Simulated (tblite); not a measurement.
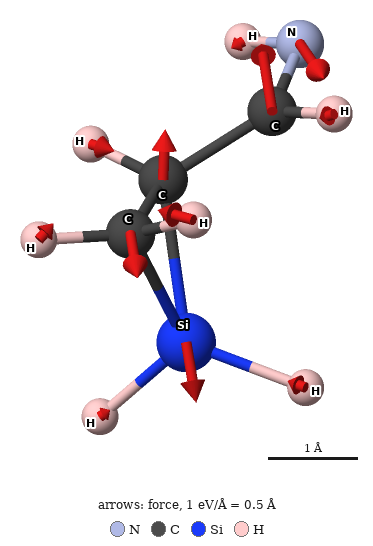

Starting geometry of C₃H₇NSi with the computed forces as red arrows. Style: ball-and-stick. Shown from a free direction.

Theory: GFN2-xTB geometry optimisation, gas phase (tblite 0.8.0). 

What follows when this structure is relaxed?

Answer. It isn't relaxed: the largest force vector, on a C atom, is 2.79 eV/Å. The final displacements have little in common with the starting forces (cosine between the two patterns 0.29). The atom that moves furthest after the best rigid fit is an H atom (0.21 Å). Largest moves by element: H 0.21 Å, Si 0.12 Å, N 0.11 Å, C 0.07 Å. Among the contacts that change: C–Si 1.867 → 1.920 Å, C–N 1.295 → 1.263 Å, C–H 1.113 → 1.082 Å, C–C 1.507 → 1.536 Å. Bond angles that change, for instance: N–C–C 121.8° → 128.6°, Si–C–H 112.8° → 119.6°, C–C–H 121.5° → 115.8°. The energy falls by 0.253 eV in 52 geometry steps. The run took 0.37 s on 1 thread of Arm Neoverse N1, with other jobs on the host.
